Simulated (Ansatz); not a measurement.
**WH5F2: geometry relaxation (part 2 of 2)**

The same run, continued: WH5F2, multiplicity 2; UKS PBE/def2-mTZVP (Ansatz 0.2.0). The input holds or restrains some coordinates. It belongs to a series of runs on one base structure; here: pulled along the bonds that form and break, towards end A.

Geometry of the input (Å):
```
W  0.0000  0.0000  0.0000
F  0.0000  0.0000  2.1000
H  1.7200  0.0000  0.0000
F  0.0000  1.8500  0.0000
H  -1.7200  0.0000  0.0000
H  0.0000  -1.7200  0.0000
H  0.0000  0.0000  -1.7200
H  0.0000  0.0000  3.3200
```

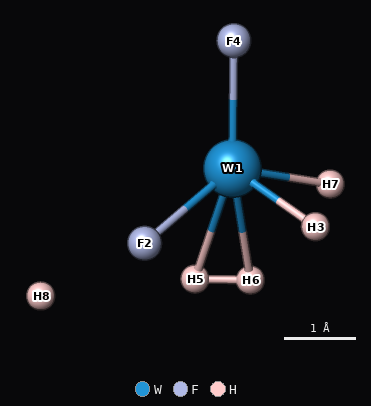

Figure 1. The geometry at step 14 of the log (ball-and-stick view, seen at a tilt; atoms are numbered from 1 in the order of the input).

Trajectory as extended XYZ, continued:
```
8
Properties=species:S:1:pos:R:3:forces:R:3 step=2 energy=-7332.90112
W     0.0000    0.1488   -0.0111    0.2970   0.6202   0.4484
F     0.0000    0.0281    1.9494   -0.1410   0.0875   2.7219
H     1.8274   -0.1650   -0.0164   -0.9977  -0.5331  -0.4248
F     0.0000    2.0012    0.0078   -0.0626   0.8326  -0.2468
H    -1.8274   -0.1650   -0.0164    0.9478  -0.9100  -0.0279
H     0.0000   -1.7035   -0.0048   -0.4502   0.4793  -0.5032
H     0.0000   -0.0027   -1.7222    0.3588  -0.4647  -0.6050
H     0.0000   -0.0118    3.5136    0.0479  -0.1118  -1.3627
8
Properties=species:S:1:pos:R:3:forces:R:3 step=3 energy=-7332.67550
W     0.0065    0.1750   -0.0162    0.4028   1.9880  -0.3718
F    -0.0041    0.0448    1.8156   -0.0217  -0.3666   3.0941
H     1.8081   -0.1858   -0.0304   -0.9905  -0.3816  -0.5601
F    -0.0018    2.0295   -0.0006   -0.1235   0.5572  -0.3514
H    -1.8072   -0.1977   -0.0176    1.0232  -0.9569  -0.1648
H    -0.0145   -1.6921   -0.0211   -0.7373   0.1154  -0.6674
H     0.0117   -0.0171   -1.7375    0.4354  -0.8920  -1.0002
H     0.0014   -0.0266    3.7078    0.0116  -0.0633   0.0216
8
Properties=species:S:1:pos:R:3:forces:R:3 step=4 energy=-7333.41781
W     0.0243    0.2743   -0.0152    0.0303   1.5503  -0.5717
F    -0.0019    0.0430    1.8183    0.0413  -0.5819   1.8907
H     1.7549   -0.2176   -0.0829   -1.0566  -0.3231  -0.3736
F    -0.0127    2.1101   -0.0252   -0.0867   0.7215  -0.3804
H    -1.7330   -0.2838   -0.0372    1.3316  -0.6436  -0.1902
H    -0.0866   -1.6599   -0.0831   -0.5159   0.2186  -0.6868
H     0.0520   -0.0919   -1.7764    0.2515  -0.9014   0.1427
H     0.0031   -0.0442    3.9016    0.0045  -0.0404   0.1694
8
Properties=species:S:1:pos:R:3:forces:R:3 step=5 energy=-7334.28242
W     0.0251    0.4209    0.0169   -0.1319  -1.1186  -0.9207
F     0.0066    0.0010    1.8503    0.0804  -0.3975   0.5262
H     1.6396   -0.2864   -0.1316   -0.8399   0.2232  -0.0513
F    -0.0241    2.2476   -0.0595   -0.0032   0.9941  -0.2848
H    -1.5803   -0.3954   -0.0675    1.0749   0.0056  -0.0115
H    -0.1500   -1.5805   -0.1939   -0.2865   0.6318  -0.4764
H     0.0789   -0.2255   -1.7021    0.1044  -0.3216   0.9680
H     0.0042   -0.0516    3.9875    0.0019  -0.0170   0.2505
8
Properties=species:S:1:pos:R:3:forces:R:3 step=6 energy=-7334.71606
W     0.0128    0.4669    0.0457   -0.0039  -1.7036  -0.8483
F     0.0378   -0.0630    1.8618    0.0577  -0.1623   0.2310
H     1.5643   -0.2737   -0.1391   -0.3494   0.2963   0.0234
F    -0.0254    2.3062   -0.1062   -0.0066   0.7580  -0.1805
H    -1.4739   -0.4540   -0.0685    0.4231   0.0034   0.1276
H    -0.2278   -1.4673   -0.3323   -0.2472   0.8872  -0.2977
H     0.1085   -0.3429   -1.5671    0.1294  -0.0741   0.6869
H     0.0037   -0.0422    4.0058   -0.0032  -0.0050   0.2576
8
Properties=species:S:1:pos:R:3:forces:R:3 step=7 energy=-7334.97040
W     0.0112    0.4395    0.0628   -0.0324  -0.1193  -0.7254
F     0.0511   -0.0651    1.8767    0.0605  -0.2733   0.5413
H     1.5533   -0.2550   -0.1378   -0.0529   0.0779  -0.0024
F    -0.0328    2.3017   -0.1401    0.0057   0.2584  -0.1351
H    -1.4276   -0.5072   -0.0412    0.0656  -0.2140   0.1472
H    -0.3115   -1.3301   -0.4381   -0.2342   0.5114  -0.2619
H     0.1502   -0.4094   -1.4776    0.1918  -0.2333   0.1610
H     0.0060   -0.0443    3.9953   -0.0042  -0.0078   0.2754
8
Properties=species:S:1:pos:R:3:forces:R:3 step=8 energy=-7335.10740
W     0.0023    0.4395    0.0764   -0.0025   0.6954  -0.9366
F     0.0758   -0.1072    1.8744    0.0619  -0.3323   0.7930
H     1.5469   -0.2252   -0.1297    0.0457  -0.0635   0.0165
F    -0.0358    2.3133   -0.1823    0.0171   0.0058  -0.0544
H    -1.4026   -0.5655    0.0206    0.0210  -0.2468   0.0375
H    -0.4084   -1.1997   -0.5481   -0.1659   0.0274  -0.1854
H     0.2196   -0.4861   -1.4106    0.0309  -0.0857   0.0548
H     0.0022   -0.0391    3.9993   -0.0083  -0.0001   0.2745
8
Properties=species:S:1:pos:R:3:forces:R:3 step=9 energy=-7335.16392
W    -0.0020    0.4554    0.0863    0.0698   0.7442  -1.0441
F     0.0881   -0.1094    1.8842    0.0625  -0.3120   0.8079
H     1.5481   -0.2120   -0.0997   -0.0442  -0.0423   0.0358
F    -0.0207    2.3290   -0.2322    0.0465  -0.1101   0.0224
H    -1.3506   -0.6529    0.0605   -0.0148  -0.2623  -0.0485
H    -0.5013   -1.1168   -0.6411   -0.1135  -0.0264   0.0535
H     0.2381   -0.5153   -1.3663    0.0039   0.0096  -0.0998
H     0.0002   -0.0480    4.0083   -0.0102  -0.0007   0.2727
8
Properties=species:S:1:pos:R:3:forces:R:3 step=10 energy=-7335.22184
W    -0.0100    0.4757    0.0896    0.3337   0.7594  -1.2212
F     0.1020   -0.0899    1.8895    0.0140  -0.2732   0.7878
H     1.5382   -0.1995   -0.0581   -0.0877  -0.0001   0.0247
F     0.0240    2.3450   -0.2722    0.0685  -0.1625   0.0712
H    -1.2665   -0.7959    0.0665   -0.1957  -0.3430  -0.0685
H    -0.6300   -1.0474   -0.6708   -0.1651  -0.2757   0.2563
H     0.2471   -0.5014   -1.3592    0.0454   0.2979  -0.1210
H    -0.0047   -0.0565    4.0147   -0.0131  -0.0029   0.2707
8
Properties=species:S:1:pos:R:3:forces:R:3 step=11 energy=-7335.29730
W    -0.0092    0.4963    0.0800    0.5371   1.0618  -1.4807
F     0.0910   -0.0464    1.8882   -0.0869  -0.3165   0.7599
H     1.5283   -0.1920   -0.0228   -0.0644  -0.0142   0.0469
F     0.0937    2.3565   -0.3036    0.0802  -0.2849   0.1331
H    -1.1882   -0.9750    0.0687   -0.8515  -0.2498   1.0062
H    -0.7941   -1.0373   -0.6267    0.4395  -0.6564  -0.7179
H     0.2849   -0.4042   -1.4002   -0.0424   0.4671  -0.0163
H    -0.0064   -0.0679    4.0164   -0.0116  -0.0070   0.2688
8
Properties=species:S:1:pos:R:3:forces:R:3 step=12 energy=-7335.41727
W    -0.0042    0.5213    0.0561    0.2491   1.0053  -1.3619
F     0.0420   -0.0239    1.8664   -0.0561  -0.2922   0.7988
H     1.5165   -0.1940    0.0043   -0.0201  -0.0837  -0.0037
F     0.1851    2.3742   -0.3199   -0.0016  -0.3873   0.1685
H    -1.1382   -1.1318    0.1790    0.0027  -0.0069  -0.3396
H    -0.8683   -1.0721   -0.6109   -0.0224  -0.4024   0.3984
H     0.2877   -0.2729   -1.4728   -0.1469   0.1750   0.0741
H    -0.0205   -0.0709    3.9977   -0.0048  -0.0078   0.2653
8
Properties=species:S:1:pos:R:3:forces:R:3 step=13 energy=-7335.42920
W     0.0098    0.5492    0.0252    0.2250   1.5640  -1.2599
F    -0.0244    0.0192    1.8378   -0.1446  -0.4823   0.8497
H     1.5075   -0.2019    0.0068    0.0519  -0.1539  -0.0216
F     0.2753    2.3914   -0.2907   -0.0584  -0.3901   0.1620
H    -1.1400   -1.2245    0.1933   -0.6742  -0.0304   1.8672
H    -0.8913   -1.2211   -0.4878    0.7674  -0.2505  -1.8914
H     0.2775   -0.1097   -1.5558   -0.1723  -0.2452   0.0320
H    -0.0144   -0.0727    3.9712    0.0051  -0.0117   0.2621
8
Properties=species:S:1:pos:R:3:forces:R:3 step=14 energy=-7335.56383
W     0.0068    0.5704    0.0318    0.0844   0.8227  -1.2414
F    -0.0618    0.0321    1.8394   -0.1371  -0.4245   0.8454
H     1.4817   -0.2338   -0.0300    0.0267  -0.0686   0.0315
F     0.2778    2.4077   -0.2443    0.0050  -0.1454   0.1006
H    -1.1944   -1.1239    0.1265   -0.0998   0.0262   0.1463
H    -0.7102   -1.3042   -0.4701    0.1802  -0.1292  -0.0036
H     0.1936   -0.1556   -1.5220   -0.0730  -0.0683  -0.1411
H     0.0065   -0.0626    3.9687    0.0136  -0.0129   0.2622
8
Properties=species:S:1:pos:R:3:forces:R:3 step=15 energy=-7335.58695
W     0.0023    0.5847    0.0176    0.0780   0.7319  -1.1695
F    -0.0975    0.0146    1.8132   -0.1337  -0.3538   0.9214
H     1.4608   -0.2481   -0.0301    0.0477  -0.0715  -0.0101
F     0.3074    2.4192   -0.2279   -0.0033  -0.1096   0.0835
H    -1.1811   -1.1331    0.1499    0.0968   0.0163  -0.1211
H    -0.6489   -1.3152   -0.4160   -0.0340  -0.1486   0.1245
H     0.1536   -0.1315   -1.5475   -0.0700  -0.0540  -0.0905
H     0.0035   -0.0606    3.9407    0.0184  -0.0108   0.2617
8
Properties=species:S:1:pos:R:3:forces:R:3 step=16 energy=-7335.51446 accepted=F
W     0.0075    0.6160    0.0162    0.0897  -0.1629  -1.2093
F    -0.1487    0.0450    1.8104   -0.1727  -0.2730   0.7788
H     1.4453   -0.2686   -0.0554   -0.0140   0.0395   0.0054
F     0.3373    2.4436   -0.1775    0.0131   0.0297   0.0514
H    -1.2214   -1.0747    0.0734    1.3597  -0.7275  -0.8357
H    -0.5343   -1.4544   -0.3517   -1.2865   0.9617   1.0196
H     0.0868   -0.1219   -1.5484   -0.0175   0.1462  -0.0679
H     0.0277   -0.0551    3.9331    0.0282  -0.0138   0.2577
8
Properties=species:S:1:pos:R:3:forces:R:3 step=17 energy=-7335.61965
W     0.0035    0.6097    0.0095    0.1856   0.5237  -1.1431
F    -0.1587    0.0440    1.8040   -0.1941  -0.3093   0.8569
H     1.4293   -0.2833   -0.0415    0.0456  -0.0366  -0.0221
F     0.3571    2.4359   -0.1941   -0.0159  -0.0696   0.0720
H    -1.1443   -1.1634    0.1451    0.0497  -0.0126  -0.1101
H    -0.5866   -1.3741   -0.3735   -0.0107  -0.0523   0.1189
H     0.0896   -0.0858   -1.5759   -0.0877  -0.0303  -0.0310
H     0.0101   -0.0530    3.9264    0.0275  -0.0131   0.2585
8
Properties=species:S:1:pos:R:3:forces:R:3 step=18 energy=-7335.65247
W     0.0234    0.6275    0.0030    0.1748   0.2704  -1.0085
F    -0.2226    0.0793    1.7975   -0.2499  -0.2470   0.6879
H     1.4262   -0.3104   -0.0565    0.0264   0.0065  -0.0416
F     0.3938    2.4503   -0.1567    0.0292  -0.0233   0.0396
H    -1.1314   -1.1820    0.1198    0.1676  -0.0650  -0.1706
H    -0.5256   -1.4318   -0.3222   -0.1053   0.0504   0.2014
H     0.0176   -0.0539   -1.5977   -0.0798   0.0249   0.0391
H     0.0185   -0.0490    3.9128    0.0371  -0.0169   0.2528
8
Properties=species:S:1:pos:R:3:forces:R:3 step=19 energy=-7335.69682
W     0.0391    0.6474    0.0008    0.2265  -0.0896  -0.8684
F    -0.3210    0.1236    1.7876   -0.3196  -0.1319   0.4740
H     1.4171   -0.3360   -0.0876    0.0099   0.0624  -0.0687
F     0.4622    2.4599   -0.1146    0.0440   0.0074   0.0095
H    -1.1053   -1.2089    0.0736    0.3864  -0.1715  -0.2274
H    -0.4292   -1.4966   -0.2330   -0.3165   0.2107   0.2761
H    -0.0903   -0.0119   -1.6146   -0.0800   0.1349   0.1605
H     0.0274   -0.0476    3.8878    0.0493  -0.0224   0.2443
8
Properties=species:S:1:pos:R:3:forces:R:3 step=20 energy=-7335.76677
W     0.0736    0.6432    0.0068    0.0732  -0.4254  -0.6702
F    -0.4573    0.1720    1.7725   -0.3393   0.0631   0.1597
H     1.4357   -0.3649   -0.1339    0.0375   0.0860  -0.1245
F     0.5523    2.4465   -0.0823    0.0699  -0.0226  -0.0012
H    -1.0534   -1.2436    0.0190    0.9309  -0.3523  -0.2286
H    -0.3030   -1.5494   -0.0990   -0.8003   0.4714   0.2215
H    -0.2661    0.0725   -1.6303   -0.0318   0.2079   0.4091
H     0.0182   -0.0462    3.8471    0.0599  -0.0281   0.2342
8
Properties=species:S:1:pos:R:3:forces:R:3 step=21 energy=-7335.87889
W     0.0881    0.6102    0.0367    0.0578  -0.5234  -0.6981
F    -0.5731    0.2410    1.7781   -0.3744   0.0628   0.0382
H     1.4473   -0.3907   -0.1976    0.0704   0.0872  -0.1392
F     0.6446    2.3949   -0.0746    0.0505   0.0019   0.0085
H    -0.9603   -1.2746   -0.0503    0.7561  -0.2427  -0.0205
H    -0.1925   -1.5507   -0.0278   -0.6571   0.4137   0.1086
H    -0.4425    0.1389   -1.5816    0.0288   0.2354   0.4608
H    -0.0116   -0.0390    3.8172    0.0679  -0.0349   0.2418
8
Properties=species:S:1:pos:R:3:forces:R:3 step=22 energy=-7335.98400
W     0.1203    0.5363    0.0478    0.0669  -0.0294  -0.7233
F    -0.6767    0.2485    1.7362   -0.3621   0.0622   0.1879
H     1.5159   -0.3908   -0.3070   -0.0096   0.0089  -0.0479
F     0.7097    2.3181   -0.0573    0.0532  -0.0179  -0.0087
H    -0.8784   -1.2950   -0.0141   -0.1220   0.0330  -0.1589
H    -0.1311   -1.5191    0.0717    0.2241  -0.0765   0.0474
H    -0.5908    0.2555   -1.5321    0.0744   0.0519   0.4440
H    -0.0689   -0.0234    3.7548    0.0751  -0.0322   0.2595
8
Properties=species:S:1:pos:R:3:forces:R:3 step=23 energy=-7335.99648
W     0.0907    0.5303    0.0539    0.8198   0.0054  -0.3347
F    -0.7452    0.2692    1.7154   -0.4391  -0.0274   0.4179
H     1.4824   -0.3709   -0.3772    0.0361  -0.0163   0.0194
F     0.8476    2.2550   -0.0433   -0.1976   0.0349  -0.0598
H    -0.7671   -1.3449   -0.1387   -0.0932   0.0091  -0.0292
H    -0.0491   -1.5064    0.1674   -0.0540   0.0246  -0.0506
H    -0.7442    0.2886   -1.4081   -0.1520   0.0007  -0.2307
H    -0.1151    0.0091    3.7306    0.0800  -0.0309   0.2678
8
Properties=species:S:1:pos:R:3:forces:R:3 step=24 energy=-7335.97828 accepted=F
W     0.1720    0.4795    0.1027   -0.0860   0.5100  -1.0468
F    -0.7240    0.2886    1.7456   -0.2883  -0.1914   0.3178
H     1.5950   -0.3822   -0.3289   -0.0137  -0.1191   0.0714
F     0.7622    2.2738   -0.0815   -0.0132  -0.3493   0.0939
H    -0.8430   -1.3098   -0.1881    0.4382   0.0260   0.1505
H    -0.0893   -1.5409    0.0076   -0.1974  -0.0481   0.1141
H    -0.7526    0.2587   -1.3323    0.0848   0.1961   0.0317
H    -0.1202    0.0623    3.7749    0.0757  -0.0242   0.2674
8
Properties=species:S:1:pos:R:3:forces:R:3 step=25 energy=-7336.02323
W     0.1351    0.5051    0.0640    0.3719   0.2030  -0.6921
F    -0.7193    0.2707    1.7201   -0.3952  -0.0673   0.3910
H     1.5319   -0.4089   -0.3349    0.0212  -0.0154   0.0183
F     0.7762    2.2777   -0.0757   -0.0628  -0.1432   0.0073
H    -0.7994   -1.3232   -0.1267    0.1002  -0.0173  -0.0088
H    -0.0627   -1.5395    0.1069   -0.1012   0.0638  -0.0107
H    -0.7427    0.3268   -1.4021   -0.0093   0.0047   0.0295
H    -0.1192    0.0213    3.7485    0.0753  -0.0284   0.2655
```

Summary:

```json
{"quantity": "outcome", "value": "converged under the restraints of the input"}
{"quantity": "total energy", "value": "−7336.0233 eV"}
{"quantity": "mean-field energy", "value": "−7336.0233 eV"}
{"quantity": "⟨S²⟩", "value": "1.753"}
{"quantity": "largest force (length of the vector) at the end, held atoms and coordinates included", "value": "0.811 eV/Å"}
{"quantity": "hardware", "value": "4 threads of Arm Neoverse V1, 24 GiB of memory available, shared host"}
{"quantity": "wall time", "value": "51 s (CPU time 3.2 min)"}
{"quantity": "peak memory", "value": "0.22 GiB"}
```

⟨S²⟩ is 1.75 against 0.75 for a pure state: the solution is spin-contaminated.
